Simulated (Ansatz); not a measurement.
**Fields on a plane of Zr (hcp, Mg type)**

```
Zr
1.0
    3.23160     0.00000     0.00000
   -1.61580     2.79864     0.00000
    0.00000     0.00000     5.17363
Zr
2
Direct
  0.33333   0.66667   0.75000
  0.66667   0.33333   0.25000
```

The slice is a (0001) plane (indices of the conventional cell) through the point (0.333, 0.667, 0.750) (fractional), spanned by u = [110] and v = [1 -1 0] in vectors of this cell: u (3.23 Å) and v (5.60 Å, at 90° to u). It covers one period; positions are fractions (u, v).

Atoms on it: Zr at (0.00, 0.00); Zr at (0.50, 0.50).

Computed with PBE (plane waves to 420 eV, PAW, scalar-relativistic; Ansatz, a quantum-chemistry and plane-wave program). k mesh 17×17×9. Inside the PAW spheres the values are not all-electron values, and peaks at nuclei hang on which shells count as valence. The PAW data are Ansatz's earlier set. Zr is run without spin polarisation. Zr was relaxed with its symmetry unable to fall.

```
|xxxx@@##....--....##@@xx|
|@@@@%%--..--**--..--%%@@|
|%%**--..::**%%**::..--**|
|..    ..--**##**--..    |
|      ..::::--::::..    |
|::..      ......      ..|
|::..    --**##**--    ..|
|..    ==@@@@@@@@@@==    |
|..  ..##@@xxxxxx@@##..  |
|..  ..%%@@xxxxxx@@%%..  |
|--....##@@xxxxxx@@##....|
|**--..--%%@@@@@@%%--..--|
|%%**::..--**%%**--..::**|
|##**--..    ..    ..--**|
|--::::..          ..::::|
|....      ..::..      ..|
|##**--    ..::..    --**|
|@@@@@@==    ..    ==@@@@|
|xxxx@@##..  ..  ..##@@xx|
|xxxx@@%%..  ..  ..%%@@xx|
```
Scale: ten equal steps from 0.13 (start of ' ') to 0.80 (end of '@'), in the order ' .:-=+*#%@'. Values: electron localisation function (ELF). The map has 12 points along u (two characters each, u = 0 at the left) and 20 along v (v = 0 in the bottom row). Points within 0.5 Å of a nucleus are blanked (x), as the pseudised field means little there.

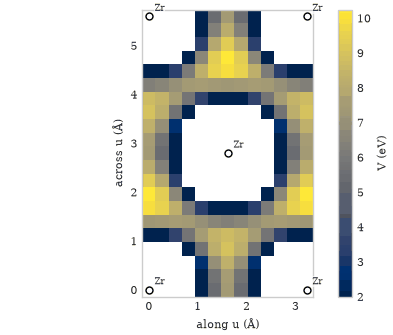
Figure: Electrostatic potential energy of an electron, from the cell's mean, in eV, one period of the plane, atoms marked. Points within 1 Å of a nucleus are left white, as the pseudised field means little there. Values under 2 eV are set to 2. The zero, the cell's mean, hangs on the PAW cores.

- Density on the Zr–Zr line (3.23 Å) at its midpoint: 0.17 e/Å³
- ELF at that point: 0.24
